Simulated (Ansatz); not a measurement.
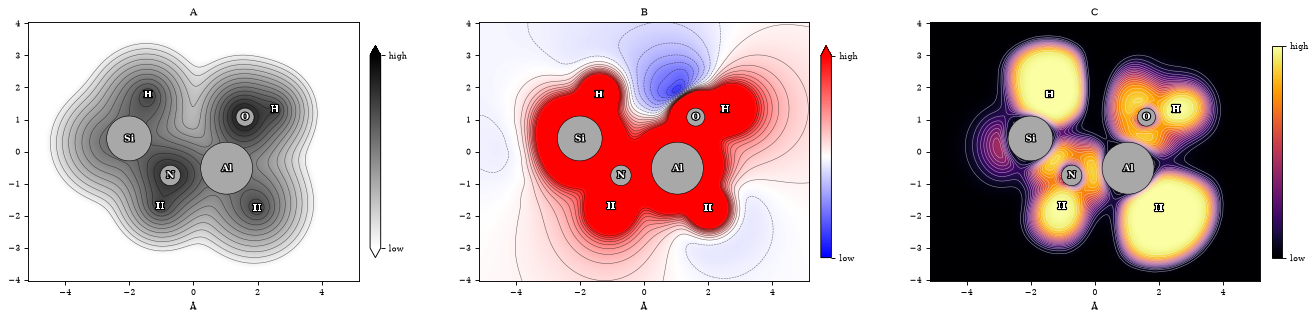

AlH6NOSi (SMILES [OH][AlH][NH][SiH3]): 3 fields on the plane of atoms Si4, N3 and H7, with unlabelled colour scales. Grey discs cover the atomic cores.

Geometry: PBE0-D4/def2-TZVP.

The calculation used RKS PBE0-D4/def2-TZVPP in Ansatz 0.2.0.

Input file:

```
crystal:
  periodic: [false, false, false]
  atoms:
    - {symbol: O, position_ang: [-1.705947, 0.417941, -1.382324]}
    - {symbol: Al, position_ang: [-0.314997, 1.216356, -0.839652]}
    - {symbol: N, position_ang: [0.721090, 0.345336, 0.309231]}
    - {symbol: Si, position_ang: [0.564083, -1.229889, 1.000201]}
    - {symbol: H, position_ang: [-2.327096, 0.797429, -2.000090]}
    - {symbol: H, position_ang: [0.070967, 2.671408, -1.314860]}
    - {symbol: H, position_ang: [1.542916, 0.852334, 0.612943]}
    - {symbol: H, position_ang: [-0.676333, -1.843309, 0.467156]}
    - {symbol: H, position_ang: [0.483344, -1.176914, 2.487912]}
    - {symbol: H, position_ang: [1.725173, -2.101792, 0.662283]}
basis:
  gaussian: {orbitals: def2-TZVPP}
hamiltonian: {xc: pbe0, dispersion: d4}
output: {orbitals: {seedname: orbitals}}
```

Command:

```sh
ansatz run in.yaml --threads 2 --pin off --events-out ev --progress --plain --max-ram 4352MiB
```

The panels show electron density, electron localisation function and electrostatic potential in some order. Assign them.

Panel A: electron density. Panel B: electrostatic potential (strongly positive close to the atoms, with negative regions outside electron-rich atoms). Panel C: electron localisation function. From the grid: Al–O (1.69 Å): ρ at the midpoint is about 0.92 e/Å³; the ELF peaks at about 0.85 in the valence shell of O, 0.6 Å from its nucleus, and is about 0.45 at the midpoint. Si–N (1.73 Å): ρ at the midpoint is about 1.1 e/Å³; the ELF peaks at about 0.90 between the atoms: a polar covalent bond.
